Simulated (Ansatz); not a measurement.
# CH6FNSn (SMILES [CH3][SnH]([NH2])[F]): levels of theory compared

Wanted: a comparison of 6 runs (HF/3-21G, SVWN5/def2-SVP, r2SCAN0/def2-SVP, wB97X/def2-SVP, MP2/def2-SVP, CCSD/def2-SVP) of CH6FNSn. 

Program for the calculation: Ansatz 0.2.0.

112 further runs of the same task are left out: 112 set aside as unsound or not needed.

### 1 The molecule

The species is CH6FNSn (10 atoms), meant as a singlet with charge 0. As SMILES, `[CH3][SnH]([NH2])[F]`. The Sn2–H8 distance was set to 3.068 Å, away from the relaxed value. At this shape a bond of the SMILES string is far longer than usual.

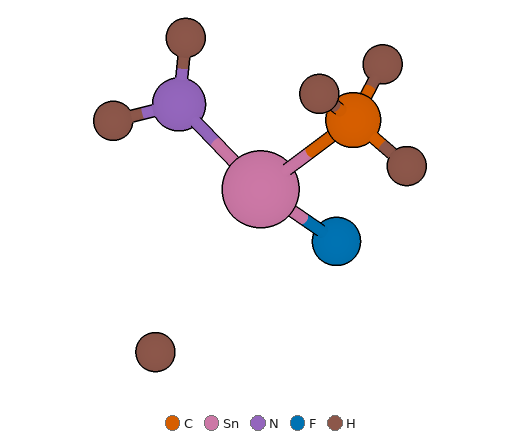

Viewed from a chosen angle; carbon orange, tin pink, nitrogen purple, fluorine blue, hydrogen brown.

### 2 A single-point energy at HF/3-21G (run 1)

Input file run.yaml:

```yaml
crystal:
  periodic: [false, false, false]
  atoms:
    - {symbol: C, position_ang: [-1.364011, 1.111062, 1.623564]}
    - {symbol: Sn, position_ang: [-0.353311, -0.499938, 0.685164]}
    - {symbol: "N", position_ang: [1.181489, -1.161038, 1.783764]}
    - {symbol: F, position_ang: [-1.649311, -1.931238, 0.724564]}
    - {symbol: H, position_ang: [-1.532211, 0.859562, 2.670864]}
    - {symbol: H, position_ang: [-0.773111, 2.024862, 1.560764]}
    - {symbol: H, position_ang: [-2.326011, 1.266662, 1.136664]}
    - {symbol: H, position_ang: [0.413300, -0.329300, -2.280300]}
    - {symbol: H, position_ang: [1.378989, -0.686538, 2.651164]}
    - {symbol: H, position_ang: [2.040889, -1.387838, 1.308264]}
basis:
  gaussian: {orbitals: 3-21G-spherical.json}
hamiltonian: {xc: hf}
accuracy: high
output: {orbitals: {seedname: orbitals}}
```

The basis set 3-21G is read from a file made from the Basis Set Exchange's data (not shown).

Command:

```console
ansatz run run.yaml --threads 1 --pin off --max-ram 3480MiB --events-out events.jsonl --progress --plain --runs-dir runs
```

The program printed:

```text
Warning: RAYON_NUM_THREADS=1 ignored (pool sized by the plan → 1); use --threads N
Functional definition: HF
  name "HF"
  exchange = exact_x
  correlation = 0
1543 factors; integrals over basis functions are off by at most 1.1e-8 eV
mean field evaluation 1: about -168445.4598 eV, gradient 3.9e1 eV
mean field evaluation 2: about -168445.6881 eV, gradient 4.0e1 eV
mean field evaluation 4: about -168448.8138 eV, gradient 2.2e0 eV
mean field evaluation 8: about -168448.8538 eV, gradient 2.3e-1 eV
mean field evaluation 16: about -168448.8543 eV, gradient 2.5e-7 eV
mean field -168448.85426418 eV, -6190.3812154744 hartree, gradient 1.8e-8 eV, S^2 0.000000; 0 other end points of the search recorded, 0 dependent functions left out
reference -168448.85426418 eV, -6190.3812154744 hartree; 39, 39 occupied and 31, 31 virtual orbitals, 1543 factors
Total energy: -168448.85426418 eV, -6190.3812154744 hartree
```

Wall time 2.2 s (1 thread of Arm Neoverse V2, shared host); peak memory 0.2 GiB.

### 3 A single-point energy at SVWN5/def2-SVP (core potential) (run 2)

Changes to run.yaml since step 2:

```diff
@@ -14,4 +14,6 @@
 basis:
-  gaussian: {orbitals: 3-21G-spherical.json}
-hamiltonian: {xc: hf}
+  gaussian:
+    orbitals: def2-SVP
+hamiltonian:
+  xc: {name: SVWN5}
 accuracy: high
```

Command:

```console
ansatz run run.yaml --threads 1 --pin off --max-ram 3480MiB --events-out events.jsonl --progress --plain --runs-dir runs
```

The program printed:

```text
Warning: RAYON_NUM_THREADS=1 ignored (pool sized by the plan → 1); use --threads N
Functional definition: SVWN5
  name "SVWN5"
  exchange = slater_x
  correlation = vwn5_c
2343 factors; integrals over basis functions are off by at most 1.7e-8 eV
mean field evaluation 1: about -11097.4775 eV, gradient 9.3e1 eV
mean field evaluation 2: about -11011.7927 eV, gradient 1.8e2 eV
mean field evaluation 4: about -11115.7433 eV, gradient 2.3e1 eV
mean field evaluation 8: about -11117.2275 eV, gradient 1.3e0 eV
mean field evaluation 16: about -11117.2283 eV, gradient 2.6e-3 eV
mean field -11117.22831779 eV, -408.5506051507 hartree, gradient 8.2e-8 eV, S^2 0.000000; 0 other end points of the search recorded, 0 dependent functions left out
reference -11117.22832183 eV, -408.5506052991 hartree; 25, 25 occupied and 73, 73 virtual orbitals, 2343 factors
Total energy: -11117.22832183 eV, -408.5506052991 hartree
```

Wall time 5.7 s (1 thread of Arm Neoverse V2, shared host); peak memory 0.27 GiB.

Runs 3 to 5 aren't shown in full; the table further down has their settings and results.

### 4 A single-point energy at CCSD/def2-SVP (core potential) (run 6)

Input file job.yaml:

```yaml
crystal:
  periodic: [false, false, false]
  atoms:
    - symbol: C
      position_ang: [-1.364011, 1.111062, 1.623564]
    - symbol: Sn
      position_ang: [-0.353311, -0.499938, 0.685164]
    - symbol: N
      position_ang: [1.181489, -1.161038, 1.783764]
    - symbol: F
      position_ang: [-1.649311, -1.931238, 0.724564]
    - symbol: H
      position_ang: [-1.532211, 0.859562, 2.670864]
    - symbol: H
      position_ang: [-0.773111, 2.024862, 1.560764]
    - symbol: H
      position_ang: [-2.326011, 1.266662, 1.136664]
    - symbol: H
      position_ang: [0.413300, -0.329300, -2.280300]
    - symbol: H
      position_ang: [1.378989, -0.686538, 2.651164]
    - symbol: H
      position_ang: [2.040889, -1.387838, 1.308264]
basis:
  gaussian: {orbitals: def2-SVP}
correlation: {method: ccsd, frozen_orbitals: {C: 1, F: 1, H: 0, "N": 1, Sn: 4}}
accuracy: high
scf: {omitted_lower_state_checks: [cluster_reference, increment]}
```

Command:

```console
ansatz run job.yaml --threads 1 --pin off --max-ram 3480MiB --events-out events.jsonl --progress --plain --runs-dir runs
```

The program printed:

```text
Warning: RAYON_NUM_THREADS=1 ignored (pool sized by the plan → 1); use --threads N
[... 12 lines left out ...]
7 core orbitals not correlated: weight in the atoms' cores, before any rotation towards them, 1.000 or more for the frozen orbitals, at most 0.000 for the correlated occupied ones
[... 30 lines left out ...]
WARN: these amplitudes may be one of several solutions (largest doubles amplitude 0.36, level shift 0.02 eV)
Total energy: -11129.83655244 eV, -409.0139492279 hartree
Checks for a lower state left out: cluster_reference, increment
```

Run time: 45 s. Hardware: 1 thread of Arm Neoverse V2, shared host; peak memory 0.77 GiB.

### 5 All runs side by side

```tsv
run	level	core potential	frozen core orbitals	energy (Eh)	HOMO energy (eV)	LUMO energy (eV)	HOMO–LUMO gap (eV)	wall time
1	HF/3-21G	none	–	-6190.381215	-8.49	-0.06	8.42	2.2 s
2	SVWN5/def2-SVP (core potential)	def2-SVP	–	-408.550605	-5.81	-4.01	1.80	5.7 s
3	r2SCAN0/def2-SVP (core potential)	def2-SVP	–	-410.282008	-6.87	-3.37	3.50	21 s
4	wB97X/def2-SVP (core potential)	def2-SVP	–	-410.346218	-8.72	-1.50	7.22	37 s
5	MP2/def2-SVP (core potential)	def2-SVP	7	-408.961170	–	–	–	6.6 s
6	CCSD/def2-SVP (core potential)	def2-SVP	7	-409.013949	–	–	–	45 s
```

### 6 Summary of results

| quantity | value |
| --- | --- |
| run 6: total energy | -409.01395 Eh |
| run 6: correlation energy (7 core orbitals frozen) | -690.2 mEh |
| run 6: T1 diagnostic | 0.020 |

What this shows: Over runs 1, 2, 3, 4 the HOMO–LUMO gap runs from 1.80 eV (SVWN5/def2-SVP) to 8.42 eV (HF/3-21G). The two ends differ in method and basis and core potential. Totals of different functionals can't be ranked against each other. Some runs of one species differ in core potentials or relativity; totals across that change don't compare. In runs 5, 6 the log says that unrestricted orbitals would lower the reference, so the values rest on an unstable closed-shell determinant (other closed-shell runs at this shape may share the fault). In runs 1, 2, 3, 4, 5, 6 a closed-shell determinant meets a far-stretched bond, which it describes badly. In run 1 relativity is left out where basis or elements ask for it. All runs together took 2 min, the longest 45 s.
